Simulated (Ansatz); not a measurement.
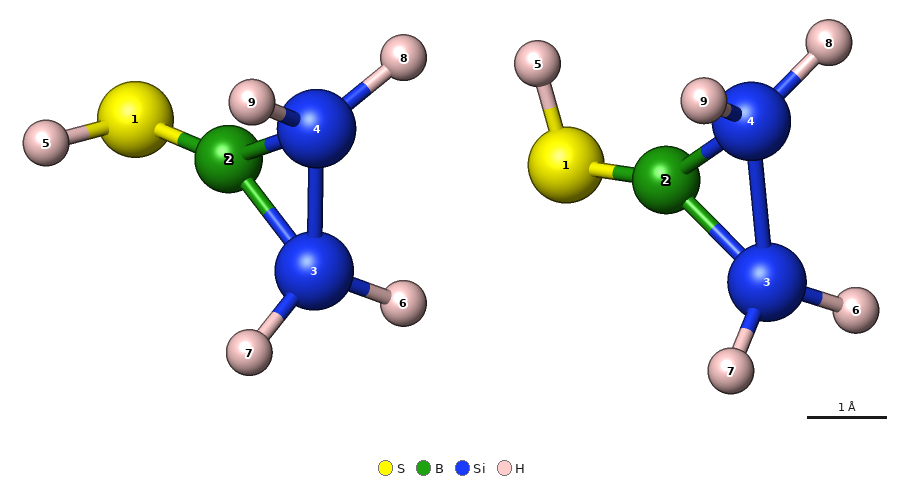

Two geometries of BSi$_{2}$H$_{5}$S, drawn at one scale. One is the start of a relaxation, the other its converged end. The picture is a ball-and-stick view, seen at a tilt.

The calculation used RKS r2SCAN/STO-3G in Ansatz 0.2.0. Settings: no spin polarisation; force threshold 0.015 eV/Å; at most 40 steps.

Which of the two is the end point?

Answer. The right one is the relaxed one. The run prepares an end point of a later path (torsion) calculation, from a guessed geometry. Over 13 accepted moves (16 points after the start) the energy falls by 235.3 kJ/mol. Largest force component: 5.9 eV/Å at the start, 0.0087 eV/Å at the end. The line search rejected the trial steps at points 10, 13, 15 of the run. The atom that moves furthest after the best rigid fit is H5 (1.16 Å). Largest moves by element: H 1.16 Å, S 0.69 Å, B 0.34 Å, Si 0.24 Å. Among the contacts that change: Si3–Si4 1.985 → 2.205 Å, S1–B2 1.820 → 1.721 Å, B2–Si4 2.025 → 1.948 Å, Si3–H7 1.500 → 1.448 Å. Among the angles between lasting bonds that change: B2–Si4–H8 108.7° → 119.1°, Si3–B2–Si4 59.3° → 69.0°, H6–Si3–H7 119.7° → 111.0°. Groups turn about S1–B2 by about 90°.

Limits of the set-up: STO-3G is a minimal basis, so the numbers are rough.
